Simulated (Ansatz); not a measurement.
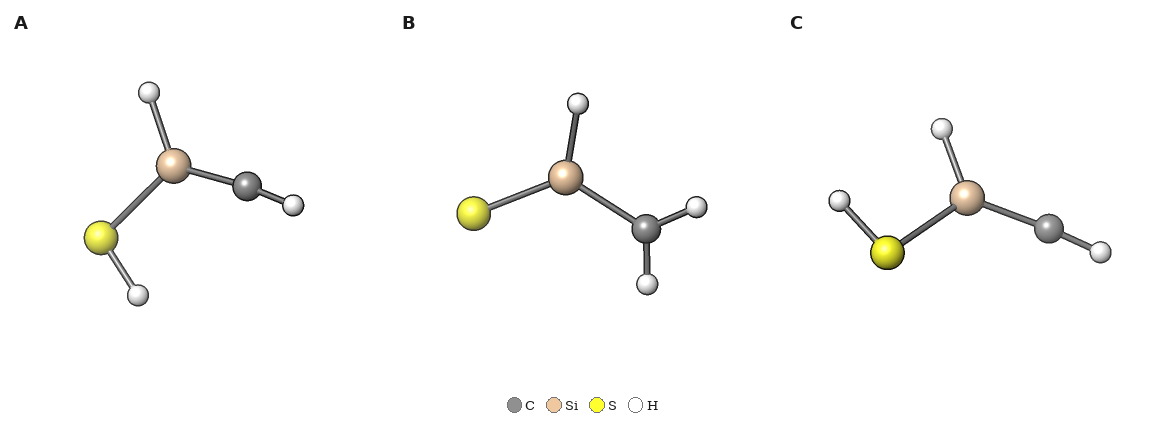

3 stationary structures of one formula. Charge 0, doublet. Geometries: PBE0-D4/def2-TZVP. Electronic energies: UHF-CCSD(T) (frozen core)/def2-TZVPP (Ansatz 0.2.0), without zero-point energy. No frequency run is at hand to confirm each as a minimum.

### Which is lowest in energy, and by how much?

B is lowest (Cs); A lies 166.1 kJ/mol above it (Cs), C lies 168.7 kJ/mol above it (Cs).

The determinant isn't a pure spin state (⟨S²⟩ up to 1.00).
